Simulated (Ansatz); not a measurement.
# B3LYP/6-31G(d) (spherical functions) run of CH7BSi (SMILES CB[SiH3])

What is the energy change on altering one bond length of CH7BSi at B3LYP/6-31G* (spherical functions)? 

The calculation is run with Ansatz 0.2.0.

65 further runs of the same task are left out: 65 set aside as unsound or not needed.

### 1 The structure to begin with

CH7BSi has 10 atoms, charge 0, and is taken as a singlet. SMILES: `CB[SiH3]`. Geometry: relaxed at PBE0-D4/def2-TZVP.

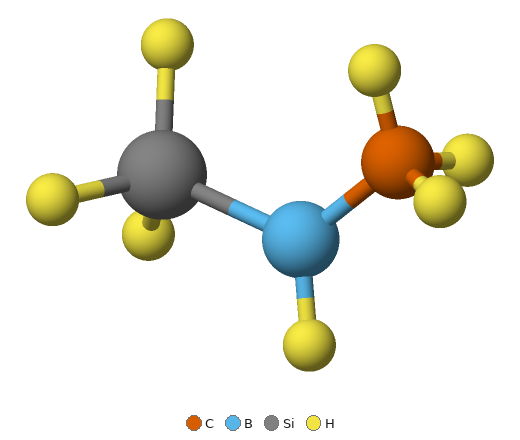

Viewed from a chosen angle; carbon orange, boron blue, silicon grey, hydrogen yellow.

### 2 A single-point energy at B3LYP/6-31G(d) (spherical functions)

Contents of molecule.yaml:

```yaml
crystal:
  periodic: [false, false, false]
  atoms:
    - {symbol: C, position_ang: [-1.087900, 0.975000, -0.576900]}
    - {symbol: B, position_ang: [0.112000, 0.000300, -0.689900]}
    - {symbol: Si, position_ang: [1.014100, -0.883100, 0.884800]}
    - {symbol: H, position_ang: [-1.958400, 0.307500, -0.716200]}
    - {symbol: H, position_ang: [-1.157900, 1.712200, -1.380000]}
    - {symbol: H, position_ang: [-1.228600, 1.454100, 0.393400]}
    - {symbol: H, position_ang: [0.516800, -0.288200, -1.783700]}
    - {symbol: H, position_ang: [1.154200, -2.354100, 0.685500]}
    - {symbol: H, position_ang: [0.324900, -0.654200, 2.186700]}
    - {symbol: H, position_ang: [2.393700, -0.320800, 0.999300]}
basis:
  gaussian:
    orbitals: 6-31G_st_-spherical.json
hamiltonian:
  xc: {name: B3LYP}
accuracy: high
output:
  orbitals: {seedname: orbitals}
```

The basis set 6-31G* is read from a file made from the Basis Set Exchange's data (not shown).

Started as:

```bash
ansatz run molecule.yaml --threads 1 --pin off --max-ram 3480MiB --events-out events.jsonl --progress --plain --runs-dir runs
```

The log of the run:

```text
Warning: RAYON_NUM_THREADS=1 ignored (pool sized by the plan → 1); use --threads N
Functional definition: B3LYP
  name "B3LYP"
  parameter a0 = 0.2
  parameter ax = 0.72
  parameter ac = 0.81
  exchange = (1 - a0 - ax)*slater_x + ax*b88_x + a0*exact_x
  correlation = (1 - ac)*vwn_rpa_c + ac*lyp_c
1455 factors; integrals over basis functions are off by at most 3.7e-9 eV
mean field evaluation 1: about -9700.7668 eV, gradient 3.9e1 eV
mean field evaluation 2: about -9699.8760 eV, gradient 4.2e1 eV
mean field evaluation 4: about -9704.5271 eV, gradient 5.3e-1 eV
mean field evaluation 8: about -9704.5175 eV, gradient 2.1e-2 eV
mean field evaluation 16: about -9704.5175 eV, gradient 7.5e-7 eV
mean field -9704.51748966 eV, -356.6344397868 hartree, gradient 6.4e-8 eV, S^2 0.000000; 0 other end points of the search recorded, 0 dependent functions left out
reference -9704.51753060 eV, -356.6344412914 hartree; 16, 16 occupied and 44, 44 virtual orbitals, 1455 factors
Total energy: -9704.51753060 eV, -356.6344412914 hartree
```

Wall time 4.2 s (1 thread of Arm Neoverse V2, shared host); peak memory 0.17 GiB.

### 3 The distorted shape

Contents of input.yaml:

```yaml
crystal:
  periodic: [false, false, false]
  atoms:
    - {symbol: C, position_ang: [-1.411734, 1.205796, 0.298123]}
    - {symbol: B, position_ang: [-0.211834, 0.231096, 0.185123]}
    - {symbol: Si, position_ang: [0.690266, -0.652304, 1.759823]}
    - {symbol: H, position_ang: [-2.282234, 0.538296, 0.158823]}
    - {symbol: H, position_ang: [-1.481734, 1.942996, -0.504977]}
    - {symbol: H, position_ang: [-1.552434, 1.684896, 1.268423]}
    - {symbol: H, position_ang: [0.516800, -0.288200, -1.783700]}
    - {symbol: H, position_ang: [0.830366, -2.123304, 1.560523]}
    - {symbol: H, position_ang: [0.001066, -0.423404, 3.061723]}
    - {symbol: H, position_ang: [2.069866, -0.090004, 1.874323]}
basis:
  gaussian: {orbitals: 6-31G_st_-spherical.json}
hamiltonian: {xc: {name: B3LYP}}
accuracy: high
output: {orbitals: {seedname: orbitals}}
```

The basis set 6-31G* is read from a file made from the Basis Set Exchange's data (not shown).

Started as:

```bash
ansatz run input.yaml --threads 1 --pin off --max-ram 3480MiB --events-out events.jsonl --progress --plain --runs-dir runs
```

The log of the run:

```text
Warning: RAYON_NUM_THREADS=1 ignored (pool sized by the plan → 1); use --threads N
[... 7 set-up lines as earlier in the session ...]
1458 factors; integrals over basis functions are off by at most 3.8e-9 eV
mean field evaluation 1: about -9698.0917 eV, gradient 3.8e1 eV
mean field evaluation 2: about -9697.0802 eV, gradient 4.1e1 eV
mean field evaluation 4: about -9701.5239 eV, gradient 2.7e0 eV
mean field evaluation 8: about -9701.5504 eV, gradient 4.5e-2 eV
mean field evaluation 16: about -9701.5504 eV, gradient 2.4e-6 eV
mean field -9701.55040614 eV, -356.5254014785 hartree, gradient 1.9e-8 eV, S^2 0.000000; 0 other end points of the search recorded, 0 dependent functions left out
reference -9701.55044728 eV, -356.5254029905 hartree; 16, 16 occupied and 44, 44 virtual orbitals, 1458 factors
Total energy: -9701.55044728 eV, -356.5254029905 hartree
```

Wall time 4.2 s (1 thread of Arm Neoverse V2, shared host); peak memory 0.18 GiB.

### 4 Summary of results

Level: B3LYP/6-31G* (spherical functions).

| quantity | value |
| --- | --- |
| first shape: total energy | -356.63444 Eh |
| first shape: HOMO energy | -7.58 eV |
| first shape: LUMO energy | -1.69 eV |
| first shape: HOMO–LUMO gap | 5.89 eV |
| distorted shape: total energy | -356.52540 Eh |
| distorted shape: HOMO energy | -6.48 eV |
| distorted shape: LUMO energy | -2.11 eV |
| distorted shape: HOMO–LUMO gap | 4.37 eV |
| energy change with the B2–H7 bond stretched from 1.201 to 2.163 Å | 2.967 eV |

With the B2–H7 bond stretched from 1.201 to 2.163 Å the energy rises by 2.97 eV (68 kcal/mol). The first shape isn't relaxed at this level, so the change isn't measured from a minimum.
